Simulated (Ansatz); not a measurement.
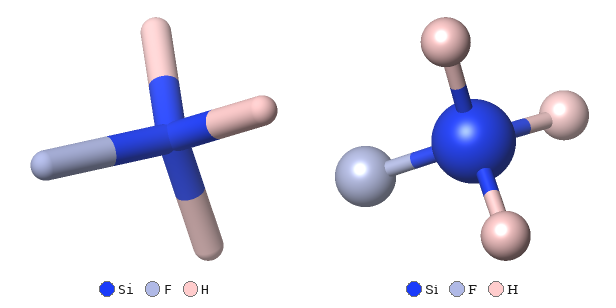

Both panels show the same species.

Description:

It has 5 atoms: 1 fluorine, 3 hydrogen and 1 silicon (FH3Si). This geometry has C3v symmetry. Coordination: 1 Si tetrahedral.

More results for the same structure follow; atom numbers are the same in all pictures, views and colours differ. The geometry was computed by an optimisation with PBE0-D4/def2-TZVP.

**Shape**

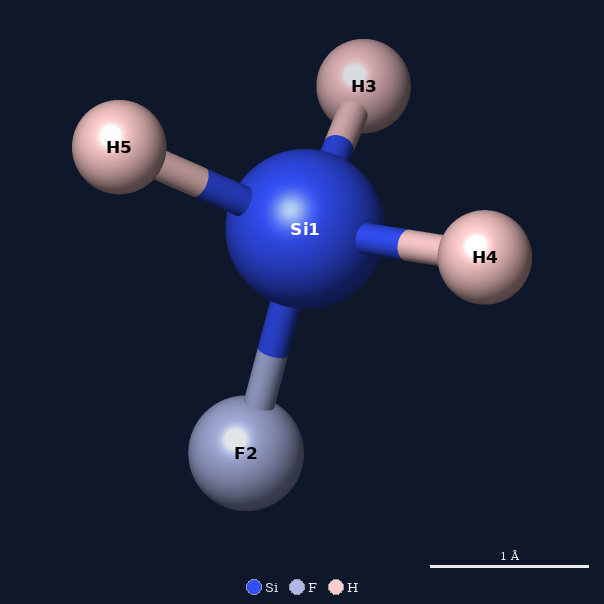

Which atoms are bonded, and how long are the bonds?

```tsv
bond	length (Å)
Si1–F2	1.600
Si1–H3	1.482
Si1–H4	1.482
Si1–H5	1.482
```

**Electronic properties**

Method: RKS PBE0-D4/def2-TZVPP (Ansatz 0.2.0).

> Estimate the HOMO energy (Kohn–Sham orbital).

−9.77 eV.

> Give the HOMO–LUMO gap at this level.

9.64 eV.

**Dipole moment**

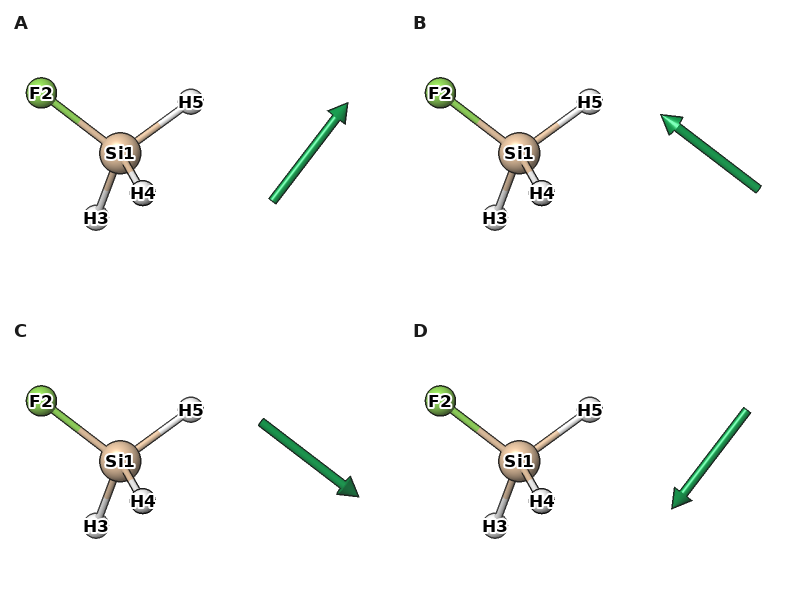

The same molecule four times, each with an arrow. Method: RKS PBE0-D4/def2-TZVP (Ansatz 0.2.0).

> Which arrow points along the dipole moment, from the negative to the positive end?

C. The dipole moment is 1.27 D; it points from the side of F2 to the side of H3, H4, H5 (the outermost atoms at the two ends).

**Vibrations**

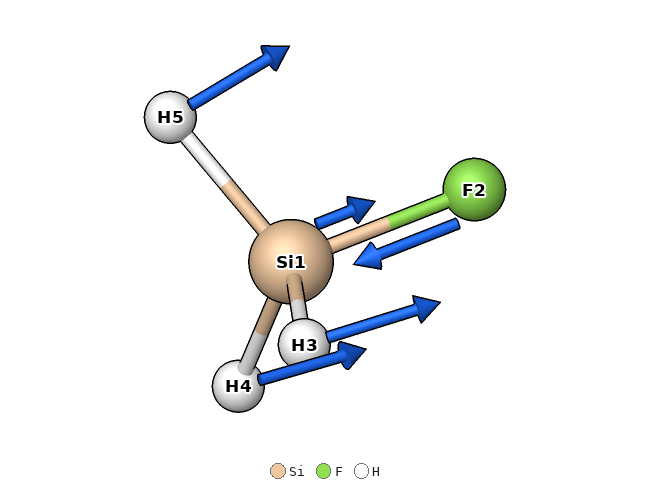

The arrows show one normal mode. Harmonic vibrations computed with RKS PBE0-D4/def2-TZVP (Ansatz 0.2.0) at a stationary point of the same level.

> Describe the motion.

Mostly F–Si stretching.

> At what wavenumber does it lie?

880 cm⁻¹; it is mode 3 of 9 counted from the lowest.
